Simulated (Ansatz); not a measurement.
**HSE06/cc-pVTZ run of BrF (bromine fluoride)**

Aim: the electronic atomisation energy of BrF (bromine fluoride) at HSE06/cc-pVTZ, from 3 runs. 

The results are computed with Ansatz 0.2.0.

38 further runs of the same task are left out: 38 set aside as unsound or not needed.

### Step 1. The system as given

The species is BrF (2 atoms), meant as a singlet with charge 0. SMILES: `FBr`. The coordinates come from a PBE0-D4/def2-TZVP relaxation.

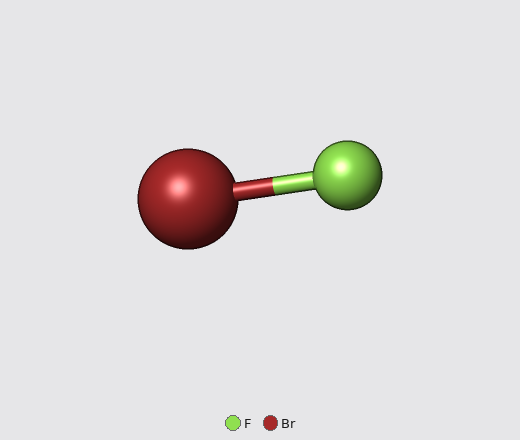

Viewed from a chosen angle; fluorine green, bromine red.

### Step 2. A single-point energy at HSE06/cc-pVTZ

molecule.yaml reads:

```yaml
crystal:
  periodic: [false, false, false]
  atoms:
    - symbol: F
      position_ang: [-0.000000, -0.000000, 0.023210]
    - symbol: Br
      position_ang: [0.000000, 0.000000, 1.776730]
basis:
  gaussian:
    orbitals: cc-pVTZ
hamiltonian:
  xc: {name: HSE06}
accuracy: high
output: {orbitals: {seedname: orbitals}}
```

On the command line:

```bash
$ ansatz run molecule.yaml --threads 1 --pin off --max-ram 3480MiB --events-out events.jsonl --progress --plain --runs-dir runs
```

Standard output:

```text
Warning: RAYON_NUM_THREADS=1 ignored (pool sized by the plan → 1); use --threads N
Functional definition: HSE06
  name "HSE06"
  parameter a = 0.25
  parameter omega = 0.11/bohr
  exchange = pbe_x - a*pbe_x_sr(omega) + a*exact_x_sr(omega)
  correlation = pbe_c
966 factors; integrals over basis functions are off by at most 4.5e-9 eV
57 factors; integrals over basis functions are off by at most 1.0e-9 eV
mean field evaluation 1: about -72751.9775 eV, gradient 2.7e1 eV
mean field evaluation 2: about -72748.6921 eV, gradient 5.3e1 eV
mean field evaluation 4: about -72752.9604 eV, gradient 1.1e0 eV
mean field evaluation 8: about -72753.0223 eV, gradient 3.5e-2 eV
mean field evaluation 16: about -72753.0223 eV, gradient 1.6e-6 eV
mean field -72753.02228369 eV, -2673.6242551561 hartree, gradient 1.4e-8 eV, S^2 0.000000; 0 other end points of the search recorded, 0 dependent functions left out
reference -72753.02228548 eV, -2673.6242552217 hartree; 22, 22 occupied and 51, 51 virtual orbitals, 966 factors
Total energy: -72753.02228548 eV, -2673.6242552217 hartree
```

It took 3.3 s on 1 thread of Arm Neoverse V2, shared host; peak memory 0.15 GiB.

### Step 3. The Br atom

in.yaml reads:

```yaml
basis:
  gaussian:
    orbitals: cc-pVTZ
crystal:
  periodic: [false, false, false]
  atoms:
    - {symbol: Br, position_ang: [0.000000, 0.000000, 0.000000]}
total_charge: 0
magnetization:
  spin_polarized: true
  initial_magnetization: 1
hamiltonian:
  xc: hse06
accuracy: high
```

Run the same way, it converges to -2573.86270 Eh (log not shown).

### Step 4. The F atom

input.yaml reads:

```yaml
crystal:
  periodic: [false, false, false]
  atoms:
    - {symbol: F, position_ang: [0.000000, 0.000000, 0.000000]}
basis:
  gaussian:
    orbitals: cc-pVTZ
total_charge: 0
magnetization:
  spin_polarized: true
  initial_magnetization: 1
hamiltonian:
  xc: hse06
accuracy: high
```

On the command line:

```bash
$ ansatz run input.yaml --threads 1 --pin off --max-ram 3480MiB --events-out events.jsonl --progress --plain --runs-dir runs
```

Standard output (excerpt; [...] marks lines left out):

```text
Warning: RAYON_NUM_THREADS=1 ignored (pool sized by the plan → 1); use --threads N
[... 6 set-up lines as earlier in the session ...]
299 factors; integrals over basis functions are off by at most 2.7e-9 eV
35 factors; integrals over basis functions are off by at most 2.7e-10 eV
mean field evaluation 1: about -2711.9191 eV, gradient 7.2e0 eV
mean field evaluation 2: about -2712.0071 eV, gradient 2.5e0 eV
mean field evaluation 4: about -2712.0218 eV, gradient 4.2e-2 eV
mean field evaluation 8: about -2712.0217 eV, gradient 5.3e-4 eV
mean field evaluation 16: about -2712.0217 eV, gradient 9.9e-8 eV
mean field -2712.02166203 eV, -99.6649578055 hartree, gradient 9.9e-8 eV, S^2 0.751517; 0 other end points of the search recorded, 0 dependent functions left out
reference -2712.02166264 eV, -99.6649578278 hartree; 5, 4 occupied and 25, 26 virtual orbitals, 299 factors
Total energy: -2712.02166264 eV, -99.6649578278 hartree
```

Run time: 0.52 s. Hardware: 1 thread of Arm Neoverse V2, shared host.

### Step 5. What came out

At HSE06/cc-pVTZ:

| quantity | value |
| --- | --- |
| molecule: total energy | -2673.62426 Eh |
| molecule: HOMO energy | -8.40 eV |
| molecule: LUMO energy | -3.66 eV |
| molecule: HOMO–LUMO gap | 4.74 eV |
| Br atom: total energy | -2573.86270 Eh |
| Br atom: ⟨S²⟩ | 0.753 |
| F atom: total energy | -99.66496 Eh |
| F atom: ⟨S²⟩ | 0.752 |
| electronic atomisation energy | 2.628 eV |

In words: Taking the molecule apart into free atoms costs 2.63 eV (254 kJ/mol), before zero-point energy and without spin-orbit coupling.
